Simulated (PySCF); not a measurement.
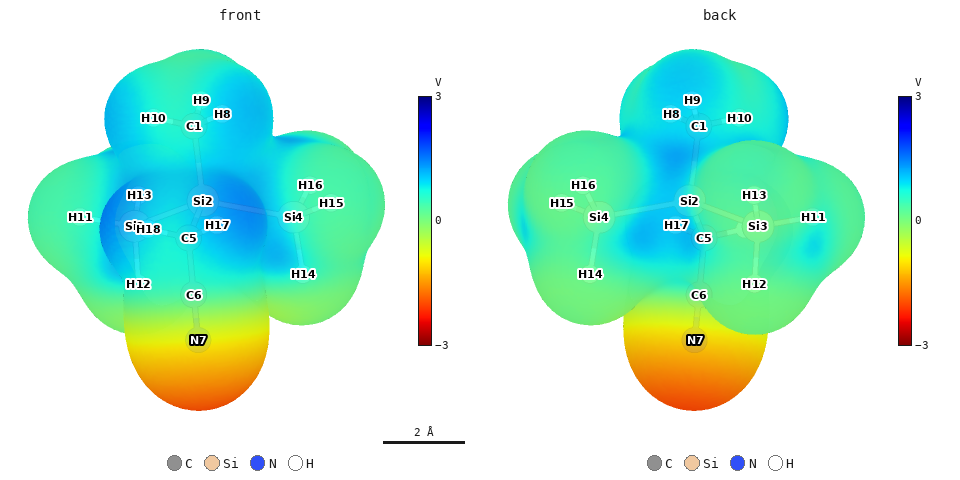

Figure. C₃H₁₁NSi₃ (SMILES C[Si]([SiH3])([SiH3])CC#N). The electrostatic potential painted on the density surface at 0.002 e/bohr³, seen from the front and from behind; red is negative and blue positive.

Geometry: GFN2-xTB.

The calculation used PySCF 2.14.0, PBE0/def2-SVPD, SCF density, gas phase.

```xyz
18

C    -0.1466   -1.3055    1.6763
Si    0.0326   -0.2392    0.0902
Si    2.2927   -0.0277   -0.4704
Si   -1.5129   -0.9452   -1.5155
C    -0.5599    1.5158    0.7079
C    -0.4928    2.4508   -0.3618
N    -0.4205    3.1644   -1.2554
H    -1.1718   -1.3356    2.0367
H     0.1553   -2.3292    1.4767
H     0.4746   -0.9380    2.4892
H     3.1119    0.5257    0.6155
H     2.4782    0.8375   -1.6340
H     2.8622   -1.3402   -0.7921
H    -1.4565   -0.1146   -2.7168
H    -2.9012   -0.9220   -1.0385
H    -1.2366   -2.3286   -1.9152
H    -1.5880    1.4685    1.0705
H     0.0707    1.8694    1.5252
```

**Which sites attract a positive test charge, and which a negative one?**

A positive charge is drawn to the negative regions and a negative charge to the positive ones. The most negative region (about −2.0 V, or −46 kcal/mol for a unit charge) lies over N7, the most positive (about +1.4 V, or +32 kcal/mol for a unit charge) over H17 and H18. N7 is the likeliest acceptor of a hydrogen bond.

**How polar is the molecule by this calculation?**

Its dipole moment is 4.53 D.
